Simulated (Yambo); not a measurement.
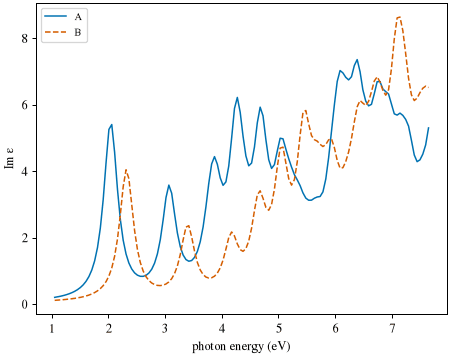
Figure. Two computed absorption spectra of AgI (wurtzite, space group P6_3mc, No. 186) under biaxial strain of -2 % along x and y, z relaxed (Yambo, PBEsol bands with the same scissor, field along x)

Axes are Cartesian, with cell vectors (Å) (4.47, 0.00, 0.00), (-2.23, 3.87, 0.00), (0.00, 0.00, 7.61).

Question: Which curve includes the electron-hole attraction (BSE)?

Answer: Curve A: the attraction moves weight to lower energy (centre of the plotted range 5.2 eV against 5.7 eV). Settings: 6×6×2 mesh, 16 valence and 5 conduction bands, static screening with 77 bands and a 4 Ry block, scissor 1.13 eV, Tamm-Dancoff. The scissor comes from a G0W0 run whose convergence isn't established. Broadening 0.15 eV. The band window holds all transitions up to 7.7 eV. On this mesh the peak heights and the fine structure are mesh artefacts; only the shift of weight is robust.

Spin-orbit coupling is not included.
